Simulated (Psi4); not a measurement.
# PBE/6-311+G(d,p) run of SiF4 (silicon tetrafluoride)

Aim: the vertical ionisation energy of SiF4 (silicon tetrafluoride) at PBE/6-311+G**, from 2 runs. The job is set up through a Python script.

Program for the calculation: Psi4 1.11.

5 further runs of the same task are left out: 4 that didn't finish, 1 set aside as unsound or not needed.

### Step 1. The system as given

SiF4 has 5 atoms, charge 0, and is taken as a singlet. SMILES: `F[Si](F)(F)F`. The coordinates come from a PBE0-D4/def2-TZVP relaxation.

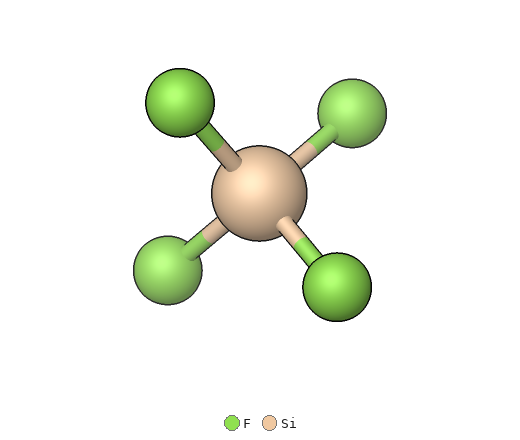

The structure, seen from a chosen angle (fluorine green, silicon light orange).

### Step 2. The energy at PBE/6-311+G(d,p)

run.py

```python
import psi4

psi4.set_memory(1600000000)
psi4.set_num_threads(1)
psi4.core.set_output_file('output.dat', False)

mol = psi4.geometry("""
0 1
F
Si 1 1.561773
F 2 1.561777 1 109.46955
F 2 1.561773 1 109.472 3 -120.00035
F 2 1.561779 1 109.47197 3 120.00071
units angstrom
symmetry c1
""")

options = {'basis': '6-311+G**', 'puream': True, 'e_convergence': 1e-09, 'd_convergence': 1e-08, 'scf_type': 'pk', 'dft_radial_points': 99, 'dft_spherical_points': 590}
psi4.set_options(options)

E = psi4.energy('pbe')
print('E =', round(E, 9))
for k, v in sorted(psi4.core.scalar_variables().items()):
    print(f'{k:45s} {v:18.10f}')
```

The run is started by

```sh
$ python run.py
```

output.dat:

```text
[...]
  Running in c1 symmetry.
[...]
  Nuclear repulsion =  271.610953926185402
[...]
  Multiplicity = 1
[...]
  Nalpha       = 25
  Nbeta        = 25
[...]
    Number of basis functions: 118
[...]
   @RKS iter   1:  -688.53354476600236   -1.76976e-01   7.12838e-03 ADIIS/DIIS
[...]
   @RKS iter   9:  -688.72140456809825   -9.83391e-11   4.10879e-09 DIIS
[...]
    Orbital Energies [Eh]
    ---------------------
    Doubly Occupied:
       1A    -65.545716     2A    -24.297022     3A    -24.297022
       4A    -24.297021     5A    -24.297021     6A     -5.197176
       7A     -3.607880     8A     -3.607880     9A     -3.607880
      10A     -1.176641    11A     -1.140566    12A     -1.140564
      13A     -1.140563    14A     -0.565673    15A     -0.497517
      16A     -0.497516    17A     -0.497515    18A     -0.441933
      19A     -0.441930    20A     -0.434473    21A     -0.434472
      22A     -0.434472    23A     -0.396618    24A     -0.396617
      25A     -0.396617
[...]
  @RKS Final Energy:  -688.72140456809825
   => Energetics <=
    Nuclear Repulsion Energy =            271.6109539261854025
    One-Electron Energy =               -1498.6501864166721134
    Two-Electron Energy =                 600.7914260692685957
    DFT Exchange-Correlation Energy =     -62.4735981468800929
    Empirical Dispersion Energy =           0.0000000000000000
    VV10 Nonlocal Energy =                  0.0000000000000000
    Total Energy =                       -688.7214045680982508
[...]
 Multipole Moments:
 ------------------------------------------------------------------------------------
     Multipole            Electronic (a.u.)      Nuclear  (a.u.)        Total (a.u.)
 ------------------------------------------------------------------------------------
 L = 1.  Multiply by 2.5417464519 to convert [e a0] to [Debye]
 Dipole X            :         -0.0000059           -0.0000001           -0.0000061
 Dipole Y            :          0.0000001           -0.0000001           -0.0000001
 Dipole Z            :         -0.0000031            0.0000001           -0.0000030
 Magnitude           :                                                    0.0000068
[...]
```

Standard output:

```text
E = -688.721404568
CURRENT ENERGY                                   -688.7214045681
CURRENT REFERENCE ENERGY                         -688.7214045681
DD SOLVATION ENERGY                                 0.0000000000
DFT FUNCTIONAL TOTAL ENERGY                      -688.7214045681
DFT TOTAL ENERGY                                 -688.7214045681
DFT VV10 ENERGY                                     0.0000000000
DFT XC ENERGY                                     -62.4735981469
GRID ELECTRONS ALPHA                               25.0000004844
GRID ELECTRONS BETA                                25.0000004844
GRID ELECTRONS TOTAL                               50.0000009688
NUCLEAR REPULSION ENERGY                          271.6109539262
ONE-ELECTRON ENERGY                             -1498.6501864167
PCM POLARIZATION ENERGY                             0.0000000000
PE ENERGY                                           0.0000000000
SCF ITERATION ENERGY                             -688.7214045681
SCF ITERATIONS                                      9.0000000000
SCF TOTAL ENERGY                                 -688.7214045681
TWO-ELECTRON ENERGY                               600.7914260693
XC GRID RADIAL POINTS                              99.0000000000
XC GRID SPHERICAL POINTS                          590.0000000000
XC GRID TOTAL POINTS                           283987.0000000000
```

It took 7.5 s on 1 thread of AMD EPYC 9R45 (Zen 5), shared host; peak memory 0.7 GiB.

### Step 3. The doublet cation: energy and forces at UPBE/6-311+G(d,p)

f4si.xyz

```xyz
5
F4Si
F      0.143200    -0.791930     1.338460
Si     0.000000     0.000000     0.000000
F     -1.047100     1.144420     0.181750
F     -0.477230    -0.967810    -1.129040
F      1.381130     0.615320    -0.391170
```

f4si.py

```python
import psi4

psi4.set_memory('1600 MB')
psi4.set_num_threads(1)
psi4.set_output_file('run.log', False)

with open('f4si.xyz') as f:
    atoms = ''.join(f.readlines()[2:])
molecule = psi4.geometry('1 2\n' + atoms + 'symmetry c1\nno_reorient\nno_com')

psi4.set_options({
    'basis': '6-311+G**',
    'reference': 'uks',
    'puream': True,
    'e_convergence': 1e-09,
    'd_convergence': 1e-08,
    'scf_type': 'pk',
    'dft_radial_points': 99,
    'dft_spherical_points': 590,
    'maxiter': 100,
})

energy_value, wavefunction = psi4.gradient("pbe", return_wfn=True)
psi4.oeprop(wavefunction, "MAYER_INDICES", "WIBERG_LOWDIN_INDICES", "MULLIKEN_CHARGES")
print('gradient / Eh bohr^-1')
print(energy_value.np.round(6))
print(f'energy = {wavefunction.energy():.10f} Eh')
```

The run is started by

```sh
$ python f4si.py
```

run.log:

```text
[...]
  Running in c1 symmetry.
[...]
  Nuclear repulsion =  271.610939525492370
[...]
  Multiplicity = 2
[...]
  Nalpha       = 25
  Nbeta        = 24
[...]
    Number of basis functions: 118
[...]
   @UKS iter   1:  -688.10431497895070    2.52254e-01   4.74638e-03 DIIS/ADIIS
[...]
   @UKS iter  35:  -688.18602779259038   -2.84217e-12   3.88927e-09 DIIS
[...]
   @S^2 Observed:                7.519459943E-01
[...]
  @UKS Final Energy:  -688.18602779259038
   => Energetics <=
    Nuclear Repulsion Energy =            271.6109395254923697
    One-Electron Energy =               -1483.8862521821101836
    Two-Electron Energy =                 586.1172170766460567
    DFT Exchange-Correlation Energy =     -62.0279322126185946
    Empirical Dispersion Energy =           0.0000000000000000
    VV10 Nonlocal Energy =                  0.0000000000000000
    Total Energy =                       -688.1860277925903802
[...]
 Multipole Moments:
 ------------------------------------------------------------------------------------
     Multipole            Electronic (a.u.)      Nuclear  (a.u.)        Total (a.u.)
 ------------------------------------------------------------------------------------
 L = 1.  Multiply by 2.5417464519 to convert [e a0] to [Debye]
 Dipole X            :         -0.0000014            0.0000000           -0.0000014
 Dipole Y            :          0.0000089           -0.0000000            0.0000089
 Dipole Z            :         -0.0000006           -0.0000000           -0.0000006
 Magnitude           :                                                    0.0000090
[...]
  -Total Gradient:
     Atom            X                  Y                   Z
    ------   -----------------  -----------------  -----------------
       1       -0.004343743616     0.015195627927    -0.032215097134
       2       -0.000001432159    -0.000002796833     0.000000976987
       3        0.026472124976    -0.023787723628    -0.004954541110
       4        0.010896324815     0.019544129396     0.028156222205
       5       -0.032975358548    -0.010793554396     0.009064121626
[...]
  Mulliken Charges: (a.u.)
   Center  Symbol    Alpha    Beta     Spin     Total
       1     F     4.66812  4.40117  0.26695 -0.06929
       2    SI     6.32750  6.39533 -0.06783  1.27717
       3     F     4.66812  4.40117  0.26696 -0.06929
       4     F     4.66812  4.40117  0.26695 -0.06929
       5     F     4.66812  4.40117  0.26696 -0.06929
   Total alpha = 25.00000, Total beta = 24.00000, Total charge =  1.00000
  Mayer Bond Indices:
  Total Bond Index:
[...]
```

Standard output:

```text
gradient / Eh bohr^-1
[[-4.3440e-03  1.5196e-02 -3.2215e-02]
 [-1.0000e-06 -3.0000e-06  1.0000e-06]
 [ 2.6472e-02 -2.3788e-02 -4.9550e-03]
 [ 1.0896e-02  1.9544e-02  2.8156e-02]
 [-3.2975e-02 -1.0794e-02  9.0640e-03]]
energy = -688.1860277926 Eh
```

Run time: 36 s. Hardware: 1 thread of AMD EPYC 9R45 (Zen 5), shared host; peak memory 0.71 GiB.

### Step 4. Summary of results

At PBE/6-311+G**:

| quantity | value |
| --- | --- |
| singlet SiF4: total energy | -688.72140 Eh |
| singlet SiF4: dipole moment | 0.00 D |
| singlet SiF4: HOMO energy | -10.79 eV |
| singlet SiF4: LUMO energy | -1.38 eV |
| singlet SiF4: HOMO–LUMO gap | 9.42 eV |
| doublet cation: total energy | -688.18603 Eh |
| doublet cation: HOMO energy (highest over α and β) | -18.44 eV |
| doublet cation: LUMO energy (lowest over α and β) | -18.38 eV |
| doublet cation: ⟨S²⟩ | 0.752 |
| doublet cation: largest force on an atom | 1.849 eV/Å |
| vertical ionisation energy (to the doublet cation) | 14.568 eV |

Removing an electron at fixed nuclei costs 14.57 eV (1406 kJ/mol). −ε(HOMO) before ionisation, 10.79 eV, is 3.78 eV below this ionisation energy. Mulliken charges (doublet cation) run from -0.07 on F1 to +1.28 on Si2; in a basis this large or diffuse they mean little.
